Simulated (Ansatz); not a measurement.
System: C3H7F3OSi (SMILES CCO[C@H](F)[SiH](F)F).

Input

```
crystal:
  periodic: [false, false, false]
  atoms:
    - symbol: C
      position_ang: [-1.649679, -1.906992, 1.602117]
    - symbol: C
      position_ang: [-0.456932, -1.710386, 0.690159]
    - symbol: C
      position_ang: [1.341195, -0.194490, 0.343089]
    - symbol: F
      position_ang: [2.413138, -1.101503, 0.498276]
    - symbol: F
      position_ang: [3.241676, 1.951183, 0.131215]
    - symbol: F
      position_ang: [0.777365, 2.602888, 0.729730]
    - symbol: O
      position_ang: [0.266665, -0.546283, 1.127031]
    - symbol: Si
      position_ang: [1.938963, 1.491767, 0.993772]
    - symbol: H
      position_ang: [-2.319174, -1.024674, 1.570628]
    - symbol: H
      position_ang: [-2.228798, -2.798427, 1.290168]
    - symbol: H
      position_ang: [-1.320356, -2.054801, 2.649552]
    - symbol: H
      position_ang: [0.222086, -2.590708, 0.714730]
    - symbol: H
      position_ang: [-0.774223, -1.560240, -0.369759]
    - symbol: H
      position_ang: [1.087967, -0.208037, -0.748472]
    - symbol: H
      position_ang: [2.287333, 1.459742, 2.441385]
basis:
  gaussian: {orbitals: def2-SVPD}
hamiltonian: {xc: pbe0}
output: {forces: true, orbitals: {seedname: orbitals}}
```

Launched as:

```sh
ansatz run input.yaml --threads 4 --pin off --max-ram 7830MiB --events-out events.jsonl --progress --plain --runs-dir runs
```

Geometry: PBE-D3(BJ)/def2-SVP.

The calculation used Ansatz, isolated molecule in a Gaussian basis; Kohn-Sham density functional theory, functional PBE0.

### What can the converged electron density and electron localisation function tell about the bonding?

C–O (1.38 Å): ρ at the midpoint is about 2.3 e/Å³, with its minimum of 1.9 e/Å³ about 0.5 Å from C; the ELF peaks at about 0.90 between the atoms (a polar covalent bond).
C–C (1.51 Å): ρ is about 1.7 e/Å³ halfway; the ELF peaks at about 0.95 between the atoms, as expected for a covalent bond.
Si–F (1.63 Å): the density is about 1 e/Å³ at the midpoint; the ELF peaks at about 0.85 in the valence shell of F, 0.6 Å from its nucleus, and is about 0.50 at the midpoint.
C–Si (1.90 Å): ρ is about 1 e/Å³ halfway; the ELF peaks at about 1 between the atoms: a shared electron pair.

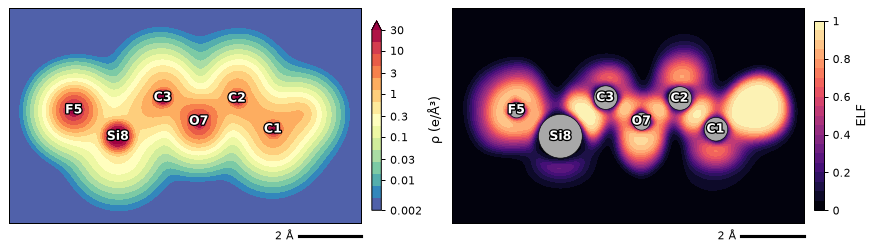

Computed electron density and electron localisation function on the plane of atoms C3, Si8 and F5, in this order. Grey discs cover the atomic cores in the ELF map. 
